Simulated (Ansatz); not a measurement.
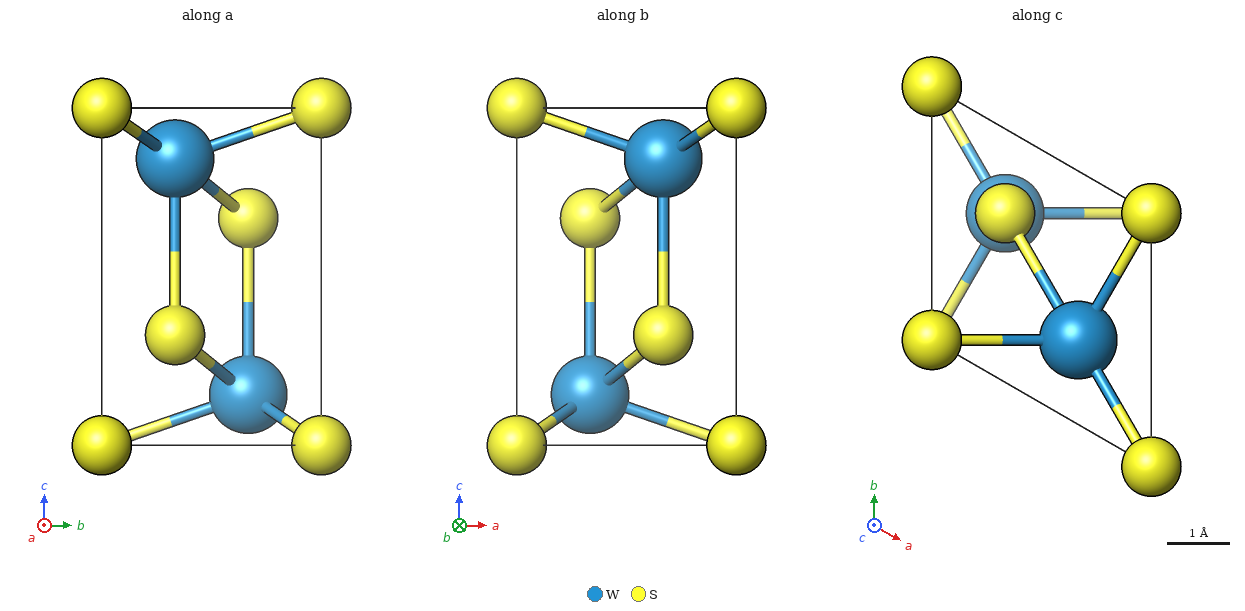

We look at a ball-and-stick model of the crystal along the a axis, along the b axis and along the c axis. The lines enclose the conventional unit cell; boundary atoms appear with their images.

Size of the cell: a = 4.12 Å, b = 4.12 Å, c = 5.48 Å, α = 90.00°, β = 90.00°, γ = 120.00°.

Bonding distances used: S–W up to 3.23 Å, W–W up to 2.98 Å (cut-off distances).

The composition is W2S3.

Determine the space group.

Answer. P-3m1 (No. 164), with W on 2d, S on 1a and S on 2d.

What is the topology of the bonding, in broad terms?

Answer. The bonds build a three-dimensional framework.

Starting structure: a textbook structure type filled with these elements (whether it is the usual form wasn't checked). It is drawn as it came out of a relaxation with DFT PBE, scalar-relativistic, plane waves, PAW (Ansatz 0.2.0).
